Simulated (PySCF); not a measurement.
The calculation's input:

```
{"job": {"kind": "uv", "xc": "CAM-B3LYP", "basis": "def2-SVPD", "ip": true, "nstates": 15}, "charge": 0, "multiplicity": 1}
Ti     0.003997     0.004367     0.001687
N     -0.029472    -0.015612     2.177636
H     -0.472796     0.833759     2.527797
H      0.922745    -0.073411     2.538975
H     -0.562014    -0.823443     2.500873
N      0.044405     0.004004    -2.174351
H      0.579144     0.799394    -2.522747
H     -0.913274     0.073089    -2.520643
H      0.455082    -0.865086    -2.515233
Cl     2.270998    -0.108703     0.110280
Cl    -2.263384     0.113583     0.115669
Cl     0.106645     2.269978    -0.099600
Cl    -0.111477    -2.264028    -0.118151
```

Run with:

```sh
OMP_NUM_THREADS=1 python probes_run.py task.json out
```

Geometry: PBE0-D3(BJ)/def2-SVP.

The calculation used CAM-B3LYP/def2-SVPD, SCF density, gas phase in PySCF.

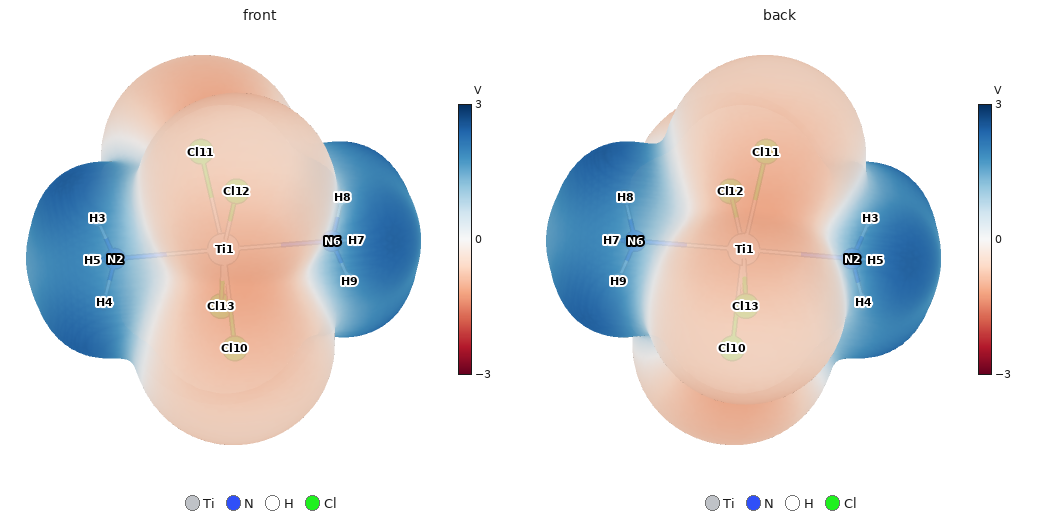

Cl4H6N2Ti (SMILES [NH3]->[Ti](<-[NH3])([Cl])([Cl])([Cl])[Cl]). The electrostatic potential painted on the density surface at 0.002 e/bohr³, seen from the front and from behind; the colour scale runs from red (negative) to blue (positive).

Q: Describe the electrostatic potential map.

A: The most negative region (about −1.2 V, or −28 kcal/mol for a unit charge) lies over Cl10, Cl11, Cl12 and Cl13, the most positive (about +2.5 V, or +58 kcal/mol for a unit charge) over the H atoms.

Q: How polar is the molecule by this calculation?

A: Its dipole moment is zero.
